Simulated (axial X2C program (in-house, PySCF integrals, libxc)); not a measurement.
# Relativistic diatomic calculation for InZr

- system: InZr, single determinant with Ω = 3/2 (not the lowest found). The distance is the PBE0 minimum at charge 0.
- method: expectation values, HF and Kohn-Sham, two-component X2C with atomic mean-field Coulomb and Gaunt terms, In dyall-cv3z, Zr dyall-cv3z (cores contracted) (axial X2C program (in-house, PySCF integrals, libxc))

### Output
```
two-component X2C + atomic mean field  PBE0
basis functions 290  fitting functions 1385  grid points 5806
iter        total energy     max residual
   1      -9474.820927665     4.81e-06
   2      -9474.820927670     3.20e-06
   3      -9474.820927671     2.62e-06
converged
one-electron -13792.96213008  Coulomb 4227.41878851  exact exchange -67.86178910  xc functional -207.76164712  nuclear repulsion 371.21951804  atomic mean-field constant -4.87366791
```

### Expectation values by level of theory

| quantity | PBE0 | HF | PBE | BP86 | BHandHLYP |
| --- | --- | --- | --- | --- | --- |
| effective field for an electron dipole moment (GV/cm) | −4.13 | −5.38 | −2.32 | −2.24 | −5.23 |
| field gradient at the first nucleus (a.u.) | −3.10 | −4.20 | −2.80 | −2.76 | −3.52 |
| field gradient at the second nucleus (a.u.) | −2.58 | −2.50 | −2.62 | −2.65 | −2.62 |
| A∥/gI, first nucleus (MHz) | −169 | −364 | −129 | −135 | −140 |
| A∥/gI, second nucleus (MHz) | −21.8 | 462 | 15.1 | 43.9 | −44.4 |

Each column comes from one determinant, in a basis with contracted cores. The levels disagree widely: the effective field runs from −5.38 to −2.24 GV/cm, A∥/gI at the first nucleus runs from −364 to −129 MHz and A∥/gI at the second nucleus runs from −44.4 to 462 MHz. They may not all have settled in the same state, and these values aren't reliable properties of the molecule.

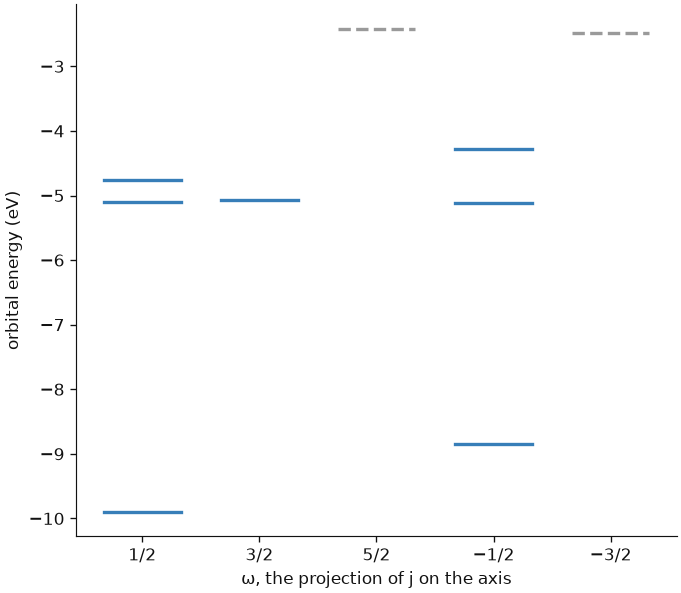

Orbital energies (PBE0) near the frontier at 2.79 Å, filled (solid) and empty (dashed). The highest filled spinor (−1/2; 58 % Zr s, 26 % In p) lies at −4.28 eV, the lowest empty one (−3/2; 99 % Zr d) at −2.49 eV.

### Input
```
{"zs": [49, 40], "q": 0, "bas": ["dyall-cv3z", "dyall-cv3z"], "r0": 2.96, "levels": ["PBE0", "HF", "PBE", "BP86", "BHandHLYP"], "nst": 3}
```

The line is the task of a batch: nuclear charges, charge, bases, the levels to run, a first guess of the distance and further settings. This report covers the levels named above. The log is that of the reference distance, started from orbitals converged before.

The run was one of a batch that the task file lists, launched with:
```bash
python <driver script> task.json out
```

### Results in brief

- outcome: converged; the levels of theory disagree widely
- hardware: 1 thread of AMD EPYC (Zen 3), 64 GiB of memory available, shared host
- wall time: 11 s
- peak memory: 0.69 GiB
